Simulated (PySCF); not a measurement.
# C3H2ClF3O: the cost of one run

Programs: PySCF 2.14.0, with routines of our own; each step states its level. All values are computed. Atoms count from 0.

## 1. The starting structure

10 atoms, charge 0, multiplicity 1; geometry from: GFN2-xTB.

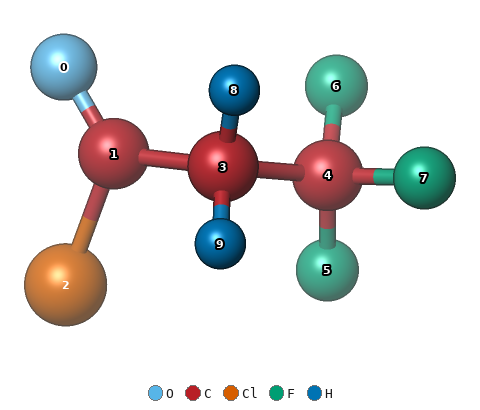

The starting geometry (oxygen blue, carbon red, chlorine orange, fluorine teal, hydrogen blue).

## 2. Magnetic properties: GIAO B3LYP/pcSseg-1

The job: settings as JSON, then the geometry in Å.

```
{"job": {"kind": "mag", "xc": "B3LYP", "basis": "pcSseg-1", "isotopologues": 2}, "charge": 0, "multiplicity": 1}
O      1.481309    -1.636352    -0.813861
C      1.254011    -0.571492    -0.352639
Cl     2.232027     0.826238    -0.745661
C      0.133065    -0.234910     0.607696
C     -1.037743     0.421390    -0.119640
F     -0.727212     1.612121    -0.636172
F     -1.501375    -0.332127    -1.119348
F     -2.060919     0.622724     0.721634
H     -0.239082    -1.159399     1.056247
H      0.474802     0.456460     1.379215
```

With the program's defaults for keys left out, this is: GIAO B3LYP/pcSseg-1 magnetisability, rotational g tensor and spin-rotation constants, non-relativistic, gas phase.

Launch:

```bash
OMP_NUM_THREADS=1 python excited_run.py task.json out
```

The driver reads the jobs from task.json and runs them one after another.

**Question.** How long does this first job take on 1 thread of Arm Neoverse V1, shared host, and how much memory does it need?

About 30 s, with a peak of 0.72 GiB.
